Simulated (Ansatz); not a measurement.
# CH$_{6}$Si···HCl: what the fields show

Input file:

```
crystal:
  periodic: [false, false, false]
  atoms:
    - { symbol: Si, position_ang: [-0.262283, 0.349978, -0.977397] }
    - { symbol: C, position_ang: [0.388435, -1.023963, 0.126274] }
    - { symbol: H, position_ang: [-1.663219, 0.719145, -0.624945] }
    - { symbol: H, position_ang: [0.611383, 1.557098, -0.922945] }
    - { symbol: H, position_ang: [-0.249455, -0.180394, -2.37534] }
    - { symbol: H, position_ang: [-0.008196, 0.732219, 1.674226] }
    - { symbol: Cl, position_ang: [-0.427478, 1.907143, 2.079332] }
    - { symbol: H, position_ang: [0.452514, -0.841273, 1.212097] }
    - { symbol: H, position_ang: [1.404747, -1.302636, -0.197532] }
    - { symbol: H, position_ang: [-0.246348, -1.917318, 0.006132] }
basis:
  gaussian: { orbitals: def2-SVP }
hamiltonian:
  xc: r2scan
  dispersion: d4
relax:
  f_tol: 0.03
  max_steps: 50
output:
  orbitals: {}
```

Launched as:

```sh
ansatz run input.yaml --threads 2 --pin off --max-ram 3072MiB --backend cpu --events-out ev --progress --plain --runs-dir out
```

The fields are those of the relaxed geometry.

Computed with RKS r2SCAN-D4/def2-SVP in Ansatz 0.2.0.

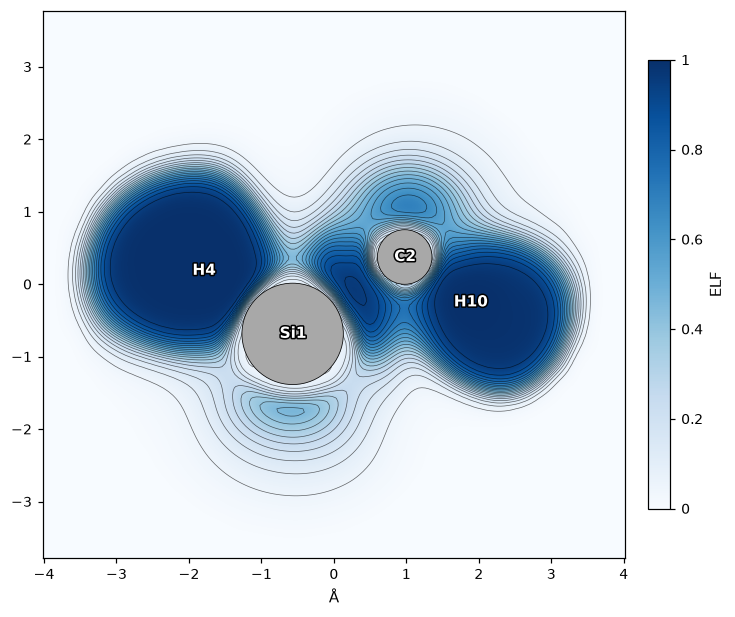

Figure 1. Electron localisation function on the plane of atoms Si1, C2 and H10. Grey discs cover the atomic cores.

Q: Read the bonding off the picture.

A: Atoms in the plane: Si, C and H. C–Si (1.88 Å): the ELF peaks at about 0.95 between the atoms, as expected for localised, covalent bonding. C–H (1.10 Å): the ELF climbs to about 1 towards the hydrogen, as it does in any bond to H; an ordinary covalent bond to hydrogen. Si–H (1.50 Å): the ELF climbs to about 1 towards the hydrogen.

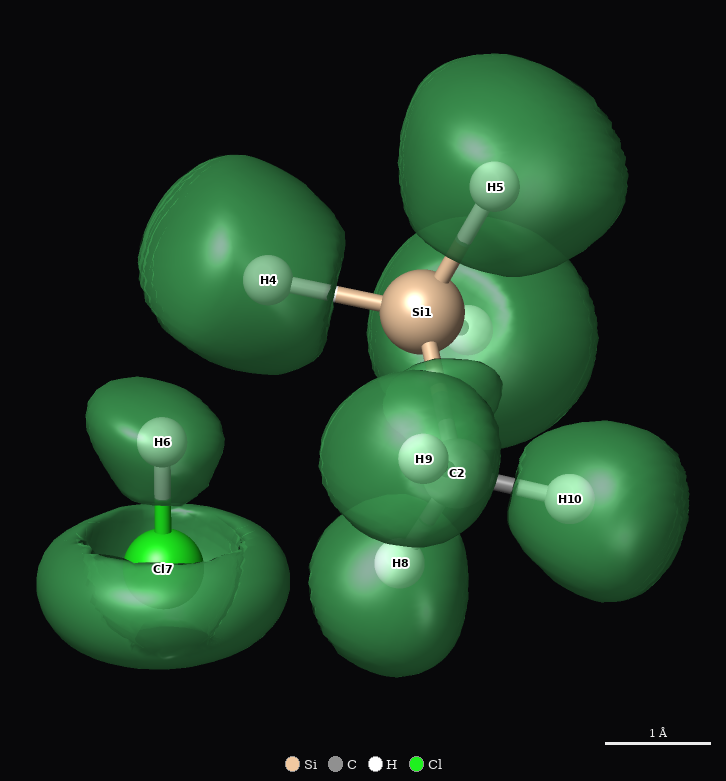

Figure 2. Isosurface of the ELF at 0.85 (green), seen at an oblique angle. Core shells and regions of very low density are left out.

Q: Describe the localisation domains.

A: The surface consists of one region between bonded C–Si atoms (shared pairs), seven regions around hydrogen nuclei and one ring or bowl of non-bonding electrons around Cl. Along the contacts the grid gives the following. Si1···H6 (2.96 Å): the ELF dips to about 0.05 between them (a weak contact between the two molecules).

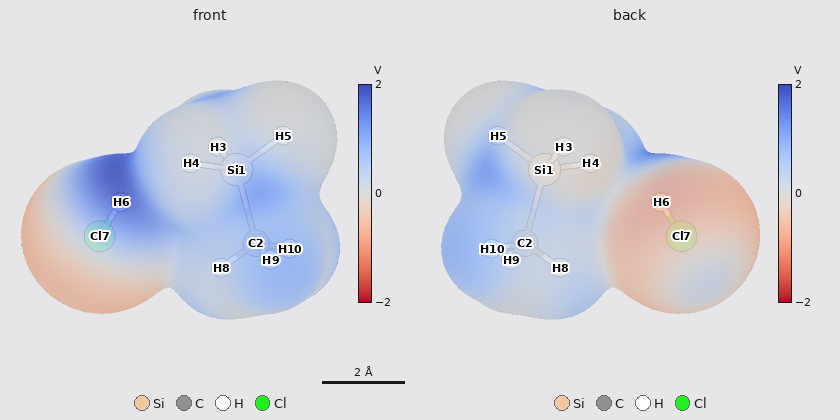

Figure 3. The electrostatic potential painted on the density surface at 0.002 e/bohr³, seen from the front and from behind; the colour scale runs from red (negative) to blue (positive).

Q: Which sites attract a positive test charge, and which a negative one?

A: A positive charge is drawn to the negative regions and a negative charge to the positive ones. The most negative region (about −0.6 V, or −14 kcal/mol for a unit charge) lies over Cl7, the most positive (about +1.8 V, or +42 kcal/mol for a unit charge) over H6. Cl7 shows a σ-hole: about +0.3 V at the tip opposite its bond, against about −0.4 V, or −9 kcal/mol for a unit charge on its flanks.
